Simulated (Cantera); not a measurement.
A closed system holds: 1 mol BF3, 32 mol H2, equilibrated at 6500 Pa.

Equilibrium computed with Cantera from the NASA thermochemical tables; the gas is ideal and each condensed phase is pure. Candidate condensed phases: B; 20 gas species. The tables' values for BF2 are old estimates; treat these amounts as uncertain. Equilibrium is a limit: real reactors are often held back by kinetics, nucleation or transport.

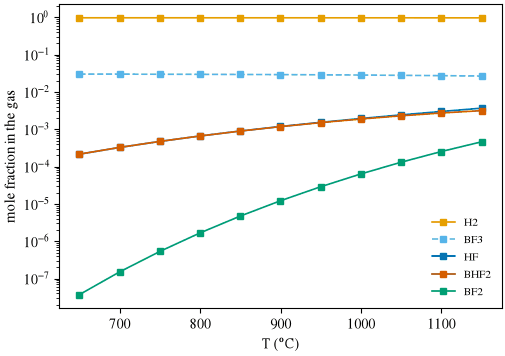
Figure: Equilibrium gas composition (values under 1e-9 drawn at 1e-9)

From 650 °C to 1150 °C nothing is condensed. The main B-bearing gas is BF3 throughout.
